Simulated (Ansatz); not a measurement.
## LaYO2F2 (built on the sites of a database entry of LaOF): phonons and vibrational spectra

Wanted: phonon frequencies of LaYO2F2 (built on the sites of a database entry of LaOF) and what follows from them.

Program: Ansatz 0.2.0. Level of theory: DFT PBE+D3(BJ), scalar-relativistic, plane waves, PAW. Results are calculated unless marked as measured.

The structure was built from a prototype and need not be the compound's stable phase.

## 1. Starting point

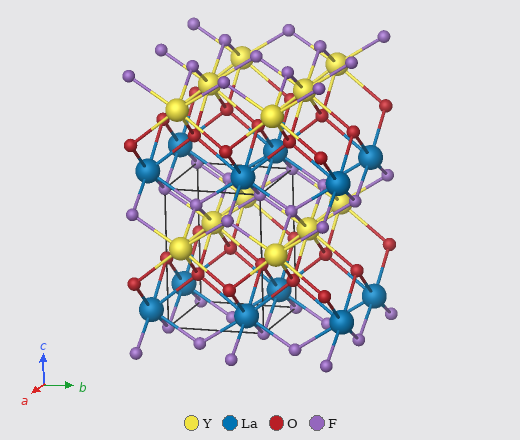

The cell as given, slightly off an axis (yttrium yellow, lanthanum blue, oxygen red, fluorine purple). 2×2×2 cells are drawn. Some periodic images of atoms are drawn too.

## 2. Rough relaxation

The start is far from rest, so a relaxation with loose tolerances brings it close first.

Contents of input.yaml:

```yaml
crystal:
  lattice:
    - [3.96866, 0.0, 0.0]
    - [0.0, 3.96866, 0.0]
    - [0.0, 0.0, 5.67699]
  atoms:
    - { symbol: "Y", position: [0.0, 0.5, 0.778] }
    - { symbol: La, position: [0.5, 0.0, 0.222] }
    - { symbol: O, position: [0.0, 0.0, 0.5] }
    - { symbol: O, position: [0.5, 0.5, 0.5] }
    - { symbol: F, position: [0.0, 0.0, 0.0] }
    - { symbol: F, position: [0.5, 0.5, 0.0] }
kpoints:
  mp_grid: { grid: [6, 6, 4] }
hamiltonian:
  xc: pbe
  dispersion: d3bj
scf:
  occupations: { method: gaussian, width: 0.1 }
output:
  forces: true
  stress: true
  eigenvalues: true
relax:
  adjacent_minimum: "off"
  f_tol: 0.05
  max_steps: 80
  cell: { stress_tol: 0.5 }
```

On the command line:

```
$ ansatz run input.yaml --threads 8 --pin off --max-ram 14336MiB --backend cpu --events-out ev --progress --plain --runs-dir out
```

Numbers of over 12 decimals in the logs are rounded to 6 here.

Output:

```text
The last accepted step is kept in <dir> (removed where the run ends without a failure and the disk answers)
Engine: ansatz 0.2.0, aarch64-unknown-linux-gnu
Pseudopotentials: kind: paw
Pseudopotential: Y, paw, valence charge 11, recommended cutoff 420 eV (normal), Y.paw.azcp
Pseudopotential: La, paw, valence charge 11, recommended cutoff 420 eV (normal), La.paw.azcp
[...]
cell:  # Å, volume = 88.4858 Å³
    - [3.951080, 0, 0]
    - [0, 3.951080, 0.0]
    - [0, 0.0, 5.668157]
  atoms:
    - { symbol: Y, position: [0, 0.500000, 0.710737] }
    - { symbol: La, position: [0.500000, 0, 0.285236] }
    - { symbol: O, position: [0, 0, 0.513161] }
    - { symbol: O, position: [0.500000, 0.500000, 0.513161] }
    - { symbol: F, position: [0, 0, -0.011148] }
    - { symbol: F, position: [0.500000, 0.500000, -0.011148] }
[key lines of the parts left out:]
SCF converged after 4 iterations
Free energy (F): -12864.028216 eV
Fermi energy:    10.396803 eV
P = ⅓ Tr σ = -0.0840 GPa (-0.840 kbar)
```

Wall time 9.6 s (8 threads of Arm Neoverse V2, shared host); peak memory 0.51 GiB.

Step by step:

```tsv
step	energy less that of the first step (eV)	largest force component (eV/Å)	pressure (GPa)	volume (Å³)
1	0.0000	9.0498	-1.38	89.41
2	-2.5740	4.5091	-2.90	88.72
3	-3.4329	0.6696	3.15	86.73
4	-3.4628	0.3204	0.42	88.00
5	-3.4652	0.1309	0.17	88.29
6	-3.4657	0.0862	-0.09	88.53
7	-3.4665	0.0246	-0.03	88.49
8*	-3.4638	0.0246	-0.08	88.49
```

Relaxation steps marked * repeat the geometry before them on a plane-wave basis chosen anew for their cell, so energy and pressure can jump there.

The run keeps the 8 symmetry operations that it works with, so distortions that break them were not tested.

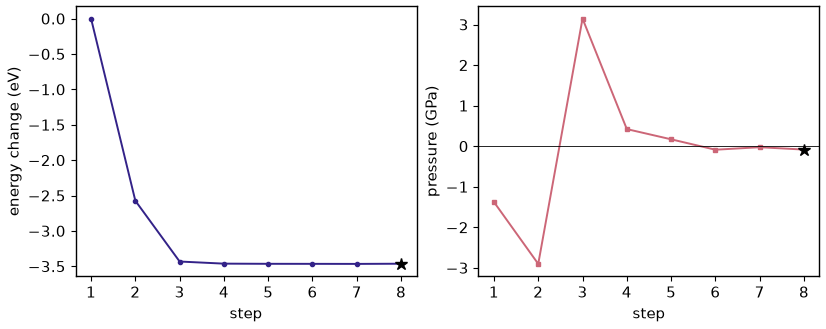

Energy and pressure along the relaxation. Stars mark steps on a basis chosen anew.

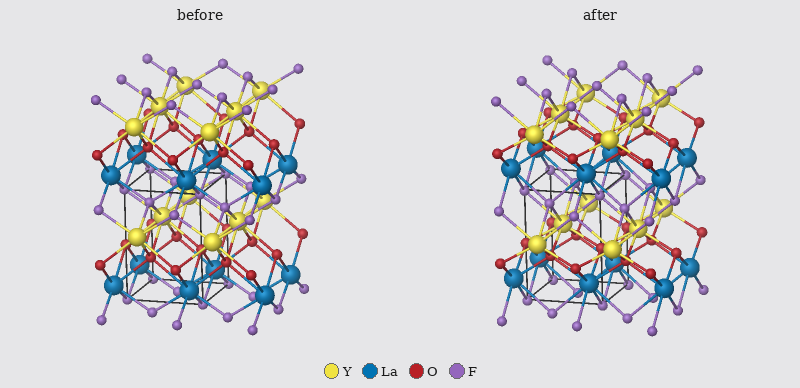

Before and after, at one scale.

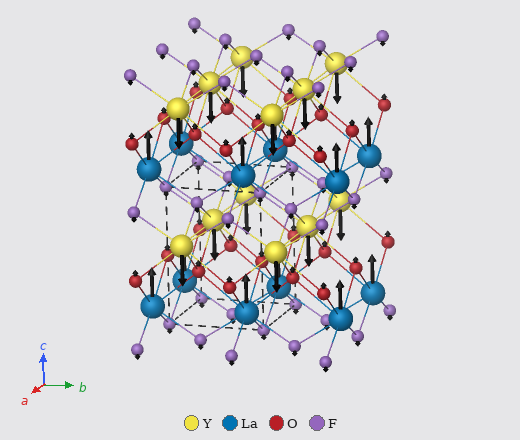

Displacements in the relaxation, exaggerated, measured against the changing cell; the longest in the cell stands for 0.38 Å. 2×2×2 cells are drawn. Some periodic images of atoms are drawn too.

```tsv
conventional cell, symmetrised	before	after	change
a (Å)	3.969	3.951	-0.4 %
b (Å)	3.969	3.951	-0.4 %
c (Å)	5.677	5.668	-0.2 %
volume (Å³/atom)	14.90	14.75	-1.0 %
```

The atoms that moved most (Å, as changes of fractional coordinates times the final cell):

```tsv
atom	dx	dy	dz	length
Y1	0.000	0.000	-0.381	0.381
La2	0.000	0.000	0.358	0.358
O3	0.000	0.000	0.075	0.075
O4	0.000	0.000	0.075	0.075
F5	0.000	0.000	-0.063	0.063
F6	0.000	0.000	-0.063	0.063
```

The relaxed structure:

```
Y La O F
1.0
     3.95108    0.00000    0.00000
     0.00000    3.95108    0.00000
     0.00000    0.00000    5.66816
Y La O F
1 1 2 2
Direct
  0.00000 0.50000 0.71074
  0.50000 0.00000 0.28524
  0.00000 0.00000 0.51316
  0.50000 0.50000 0.51316
  0.00000 0.00000 0.98885
  0.50000 0.50000 0.98885
```

Numbers from this step:

| Property | Result |
| --- | --- |
| pressure | -0.08397 GPa |
| gap on the k-mesh | 4.471 eV |
| volume per atom | 14.75 Å³ |
| direct gap on mesh | 4.791 eV |

In this step the volume went from 14.90 to 14.75 Å³/atom.

## 3. Relaxation

The cell and atoms are relaxed, since residual forces and stress would shift the frequencies.

Contents of input.yaml:

```yaml
crystal:
  lattice:
    - [3.9510804624, 0.0, 0.0]
    - [0.0, 3.9510804624, 0.0]
    - [0.0, 0.0, 5.6681567893]
  atoms:
    - { symbol: "Y", position: [0.0, 0.5, 0.7107365595] }
    - { symbol: La, position: [0.5, 0.0, 0.2852361808] }
    - { symbol: O, position: [0.0, 0.0, 0.5131613403] }
    - { symbol: O, position: [0.5, 0.5, 0.5131613403] }
    - { symbol: F, position: [0.0, 0.0, -0.0111477105] }
    - { symbol: F, position: [0.5, 0.5, -0.0111477105] }
kpoints:
  mp_grid: { grid: [6, 6, 4] }
hamiltonian:
  xc: pbe
  dispersion: d3bj
scf:
  occupations: { method: gaussian, width: 0.02 }
output:
  forces: true
  stress: true
  eigenvalues: true
  write_density: true
  write_potential: true
  elf: true
  volumetric_format: npy
relax:
  adjacent_minimum: "off"
  f_tol: 0.005
  max_steps: 80
  cell: { stress_tol: 0.05 }
```

Output:

```text
[...]
Crystal: 6 atoms, lattice volume = 88.486 Å³
Basis set: ecut = 420 eV, 1739 PW (Γ), exchange–correlation on 54×54×80 points (8 copies of the dense FFT grid, shifted against one another)
Bands: 30, of which v1, the nominal top of the filled ones, is band 24 counted from 1 (23 counted from 0)
Symmetry: 8 space group operations
[...]
k-points: 30 of 144 (time reversal used)
[...]
SCF iter   1: F=—  HF=-12864.026557 eV  |F-HF|=—  |Δ(HF+E_count)|=         —  Δρ=1.62e-3  dr2=1.05e-3  ethr=1.77e-3  ⟨swp⟩=5.0  Hψ=3584  notcnv=0
[...]
SCF iter   7: F=-12864.028216 eV  HF=-12864.028216 eV  |F-HF|=4.45e-8  |Δ(HF+E_count)|=   9.16e-8  Δρ=5.92e-6  dr2=3.22e-8  ethr=2.08e-10  ⟨swp⟩=12.1  Hψ=6454  notcnv=0
SCF 1 converged in 7 iterations: F = -12864.028216 eV  dr2 = 3.22e-8
[...]
relax step   1: F+E_penalty+E_count = -12864.02821637 eV  Δ(F+E_penalty+E_count) = +0.000e0 eV  max|allowed force component| = 2.459e-2 eV/Å  Δτ_max = 0.0000 Å  P = -0.084 GPa  Ω = 88.486 Å³  (7 SCF iters, dr2 threshold 1.00e-7 eV, accepted)
Crystal: 6 atoms, lattice volume = 88.376 Å³
[...]
SCF iter   6: F=-12864.028567 eV  HF=-12864.028567 eV  |F-HF|=1.40e-8  |Δ(HF+E_count)|=   2.63e-9  Δρ=3.17e-6  dr2=8.07e-9  ethr=7.95e-11  ⟨swp⟩=6.2  Hψ=6169  notcnv=0
SCF 2 converged in 6 iterations: F = -12864.028567 eV  dr2 = 8.07e-9
relax step   2: F+E_penalty+E_count = -12864.02856737 eV  Δ(F+E_penalty+E_count) = -3.510e-4 eV  max|allowed force component| = 3.017e-2 eV/Å  Δτ_max = 0.0027 Å  P = +0.032 GPa  Ω = 88.376 Å³  energy of the carried Pulay correction = +3.562e-4 eV  (6 SCF iters, dr2 threshold 3.81e-8 eV, rejected (line search))
Crystal: 6 atoms, lattice volume = 88.414 Å³
[...]
SCF iter   8: F=-12864.028515 eV  HF=-12864.028515 eV  |F-HF|=1.09e-11  |Δ(HF+E_count)|=  2.64e-10  Δρ=6.68e-8  dr2=4.27e-12  ethr=1.00e-12  ⟨swp⟩=6.1  Hψ=4383  notcnv=0
SCF 3 converged in 8 iterations: F = -12864.028515 eV  dr2 = 4.27e-12
relax step   3: F+E_penalty+E_count = -12864.02851518 eV  Δ(F+E_penalty+E_count) = -2.988e-4 eV  max|allowed force component| = 5.804e-3 eV/Å  Δτ_max = 0.0012 Å  P = +0.010 GPa  Ω = 88.414 Å³  energy of the carried Pulay correction = +2.323e-4 eV  (8 SCF iters, accepted)
[...]
relax step   4: F+E_penalty+E_count = -12864.02851955 eV  Δ(F+E_penalty+E_count) = -4.364e-6 eV  max|allowed force component| = 5.619e-3 eV/Å  Δτ_max = 0.0004 Å  P = +0.008 GPa  Ω = 88.414 Å³  energy of the carried Pulay correction = +2.338e-4 eV  (4 SCF iters, dr2 threshold 2.11e-9 eV, accepted)
[...]
relax step   5: F+E_penalty+E_count = -12864.02849795 eV  Δ(F+E_penalty+E_count) = +2.160e-5 eV  max|allowed force component| = 1.321e-3 eV/Å  Δτ_max = 0.0004 Å  P = +0.001 GPa  Ω = 88.421 Å³  energy of the carried Pulay correction = +2.104e-4 eV  (5 SCF iters, dr2 threshold 1.97e-9 eV, accepted)
[...]
SCF iter   1: F=—  HF=-12864.028234 eV  |F-HF|=—  |Δ(HF+E_count)|=         —  Δρ=6.70e-6  dr2=9.15e-9  ethr=1.77e-7  ⟨swp⟩=3.5  Hψ=6093  notcnv=0
eigensolver tolerance schedule: the retry pair's looser diagonalisation over-reported the residual by 9290.57 of it (diagonalisation noise at 1.13 of the residual, at the tolerance the schedule requests for it); recorded, not acted on — ethr = c·dr2/N_el stays at c = 1.0e-1
[...]
SCF iter   2: F=—  HF=-12864.028343 eV  |F-HF|=—  |Δ(HF+E_count)|=   1.09e-4  Δρ=3.34e-6  dr2=4.04e-9  ethr=1.91e-11  ⟨swp⟩=3.0  Hψ=2279  notcnv=0
[...]
SCF iter   4: F=-12864.028343 eV  HF=-12864.028343 eV  |F-HF|=3.27e-11  |Δ(HF+E_count)|=   2.09e-9  Δρ=2.57e-7  dr2=3.57e-11  ethr=1.00e-12  ⟨swp⟩=5.3  Hψ=5161  notcnv=0
SCF 6 converged in 4 iterations: F = -12864.028343 eV  dr2 = 3.57e-11
relax step   6: F+E_penalty+E_count = -12864.02834347 eV  Δ(F+E_penalty+E_count) = +1.545e-4 eV  max|allowed force component| = 1.325e-3 eV/Å  Δτ_max = 0.0000 Å  P = -0.003 GPa  Ω = 88.421 Å³  stress off target by 3.94e-3 GPa  SCF on the basis re-selected at this cell (its energy is not comparable with the rows above)  (4 SCF iters)
[...]
SCF converged after 4 iterations
Free energy (F): -12864.028343 eV
[...]
Internal energy: -12864.028343 eV  (E = F + TS)
E sigma→0 (E₀):  -12864.028343 eV
Fermi energy:    10.405408 eV
[...]
--- Forces (eV/Å), atoms counted from 1 ---
  atom   1  Y      0.00000000     0.00000000    -0.00132473
  atom   2  La     0.00000000     0.00000000     0.00026821
  atom   3  O      0.00000000     0.00000000     0.00015234
  atom   4  O     -0.00000000    -0.00000000     0.00015234
  atom   5  F      0.00000000     0.00000000     0.00037557
  atom   6  F     -0.00000000     0.00000000     0.00037557
  max |Σ_I F_I| component: 6.94e-7 eV/Å
--- Stress (GPa, compression-positive) ---
       -0.003940       0.000000       0.000000
        0.000000      -0.003940      -0.000000
        0.000000      -0.000000      -0.001427
  P = ⅓ Tr σ = -0.0031 GPa (-0.031 kbar)
--- Band table (eV; the first three rows and the last of 30) ---
  k-point 0: bands = [... 20 lower, 6.7326, 7.0715, 7.8798, 7.8798, 12.7982, 13.5579, 13.7523, 13.7937, ... 2 higher]
  k-point 1: bands = [... 20 lower, 6.3542, 6.7034, 7.9427, 7.9427, 13.0436, 13.5088, 13.7879, 13.7879, ... 2 higher]
  k-point 2: bands = [... 20 lower, 6.3255, 6.3255, 8.0021, 8.0021, 13.2783, 13.4722, 13.7823, 13.7823, ... 2 higher]
  k-point 29: bands = [... 20 lower, 7.6479, 7.7185, 7.7185, 7.7898, 12.9798, 13.2479, 13.6728, 13.6728, ... 2 higher]
--- Relaxed structure (5 steps of the walk, 4 accepted, 1 SCFs on fresh bases) ---
[...]
cell:  # Å, volume = 88.4209 Å³
    - [3.949137, 0.0, 0]
    - [0.0, 3.949137, 0.0]
    - [0, 0.0, 5.669577]
  atoms:
    - { symbol: Y, position: [0, 0.500000, 0.710604] }
    - { symbol: La, position: [0.500000, 0.0, 0.284937] }
    - { symbol: O, position: [0, 0.0, 0.513307] }
    - { symbol: O, position: [0.500000, 0.500000, 0.513307] }
    - { symbol: F, position: [0, 0.0, -0.011078] }
    - { symbol: F, position: [0.500000, 0.500000, -0.011078] }
```

Wall time 7.1 s (8 threads); peak memory 0.52 GiB; 50 s of CPU time.

Little changed from the start: no atom moved by 0.005 Å and no cell edge by 0.1 %.

This step gave:

- pressure: -0.003103 GPa
- gap on the k-mesh: 4.464 eV
- volume per atom: 14.74 Å³
- direct gap on mesh: 4.786 eV

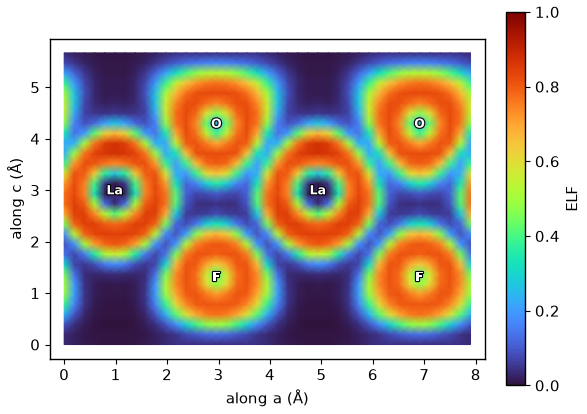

ELF in the ac plane at fractional y = 0.000, with atoms of La and O and F within 0.2 Å of it. It is the smooth field of the valence electrons, not physical close to the nuclei. The map starts off the cell's origin, so that atoms lie inside it.

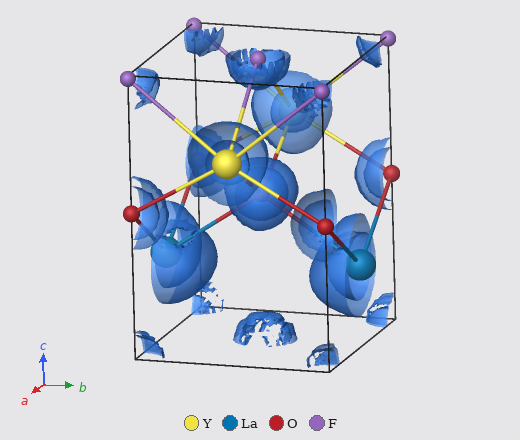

Surface of ELF = 0.81.

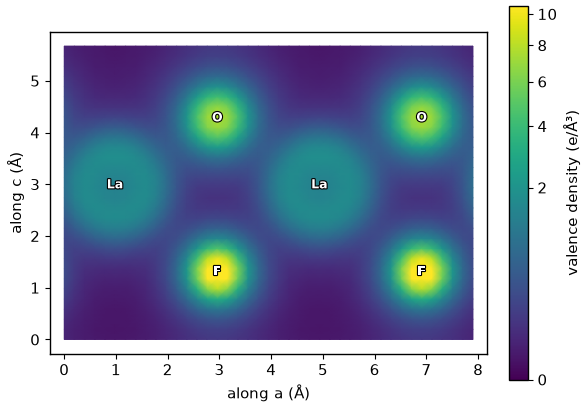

Valence density in the ac plane at fractional y = 0.000, with atoms of La and O and F within 0.2 Å of it. It is the smooth field of the valence electrons, not physical close to the nuclei. The map starts off the cell's origin, so that atoms lie inside it. The colour scale is stretched toward low values.

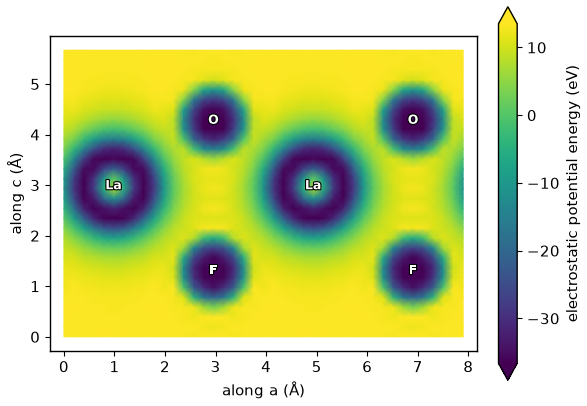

Electrostatic potential energy in the ac plane at fractional y = 0.000, with atoms of La and O and F within 0.2 Å of it. With pseudopotentials it is smooth inside the atoms' cores, unlike the true potential. The map starts off the cell's origin, so that atoms lie inside it.

In this step the volume went from 14.75 to 14.74 Å³/atom.

## 4. Relaxing to small forces for the phonons

Phonons need a cell at rest on their own settings, so the relaxation is repeated with tight tolerances on forces and stress, using the mesh and the filling of the phonon run that follows.

input.yaml, the sections that differ from step 3:

```yaml
crystal:
  lattice:
    - [3.9491365728, 0.0, 0.0]
    - [0.0, 3.9491365728, 0.0]
    - [0.0, 0.0, 5.6695768079]
  atoms:
    - { symbol: "Y", position: [0.0, 0.5, 0.7106038291] }
    - { symbol: La, position: [0.5, 0.0, 0.2849371511] }
    - { symbol: O, position: [0.0, 0.0, 0.5133070325] }
    - { symbol: O, position: [0.5, 0.5, 0.5133070325] }
    - { symbol: F, position: [0.0, 0.0, -0.0110775227] }
    - { symbol: F, position: [0.5, 0.5, -0.0110775227] }
scf:
  occupations: { method: fixed }
relax:
  adjacent_minimum: "off"
  f_tol: 0.001
  max_steps: 60
  cell: { stress_tol: 0.01 }
# kpoints, hamiltonian, output: as in step 3
```

Output:

```text
[...]
Crystal: 6 atoms, lattice volume = 88.421 Å³
Basis set: ecut = 420 eV, 1739 PW (Γ), exchange–correlation on 54×54×80 points (8 copies of the dense FFT grid, shifted against one another)
Bands: 30, of which v1, the nominal top of the filled ones, is band 24 counted from 1 (23 counted from 0)
Symmetry: 8 space group operations
[...]
k-points: 30 of 144 (time reversal used)
[...]
cell:  # Å, volume = 88.4191 Å³
    - [3.949171, 0.0, 0]
    - [0.0, 3.949171, 0.0]
    - [0, 0.0, 5.669365]
  atoms:
    - { symbol: Y, position: [0, 0.500000, 0.710591] }
    - { symbol: La, position: [0.500000, 0.0, 0.284936] }
    - { symbol: O, position: [0, 0.0, 0.513305] }
    - { symbol: O, position: [0.500000, 0.500000, 0.513305] }
    - { symbol: F, position: [0, 0.0, -0.011069] }
    - { symbol: F, position: [0.500000, 0.500000, -0.011069] }
[key lines of the parts left out:]
SCF converged after 10 iterations
Free energy (F): -12864.028349 eV
Fermi energy:    8.173165 eV
P = ⅓ Tr σ = 0.0005 GPa (0.005 kbar)
```

Wall time 5 s (8 threads); peak memory 0.51 GiB.

Little changed from the start: no atom moved by 0.005 Å and no cell edge by 0.1 %.

Numbers from this step:

```yaml
pressure: 4.53e-4 GPa
gap_on_the_k_mesh: 4.465 eV
```

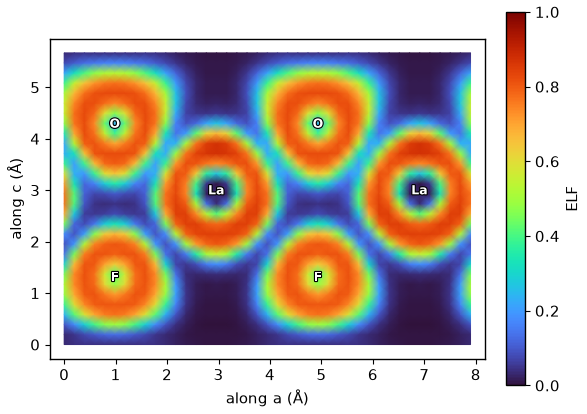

ELF in the ac plane at fractional y = 0.000, with atoms of La and O and F within 0.2 Å of it. It is the smooth field of the valence electrons, not physical close to the nuclei. The map starts off the cell's origin, so that atoms lie inside it.

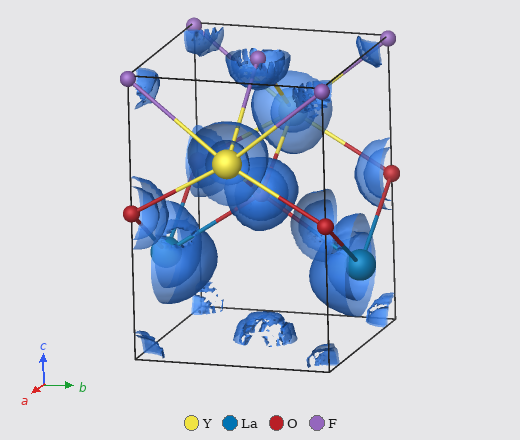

Surface of ELF = 0.81.

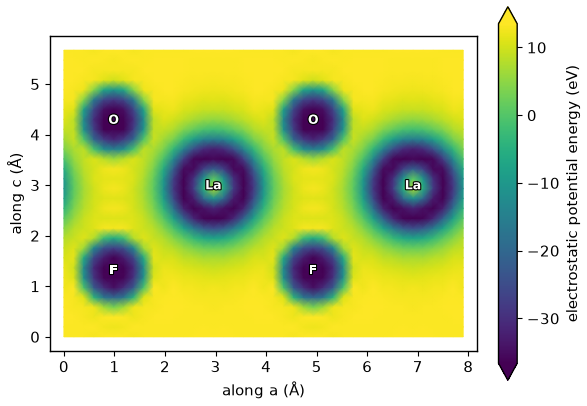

Electrostatic potential energy in the ac plane at fractional y = 0.000, with atoms of La and O and F within 0.2 Å of it. With pseudopotentials it is smooth inside the atoms' cores, unlike the true potential. The map starts off the cell's origin, so that atoms lie inside it.

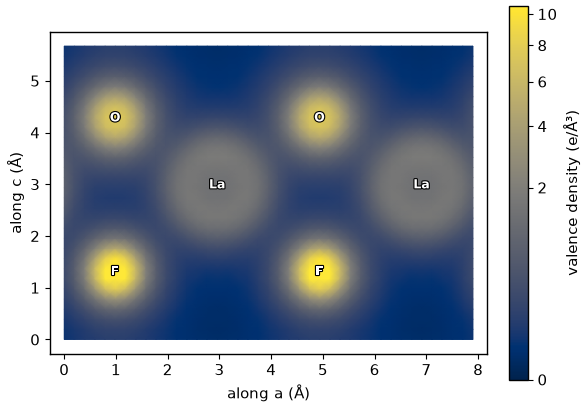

Valence density in the ac plane at fractional y = 0.000, with atoms of La and O and F within 0.2 Å of it. It is the smooth field of the valence electrons, not physical close to the nuclei. The map starts off the cell's origin, so that atoms lie inside it. The colour scale is stretched toward low values.

The largest force component left is 0.45 meV/Å and the pressure is 0.000 GPa, within the tolerances set. The cell now holds 14.74 Å³/atom.

[end of part 1 of 3]

[Logs are printed without paths, hosts, clocks, repeated set-up lines and the standing remarks that a program may print on its own settings, such as how far it seeks lower states.]

[Hosts, paths, dates, database ids (printed as entryN), source tags and the programs' standing remarks are cut or masked in the printed files.]
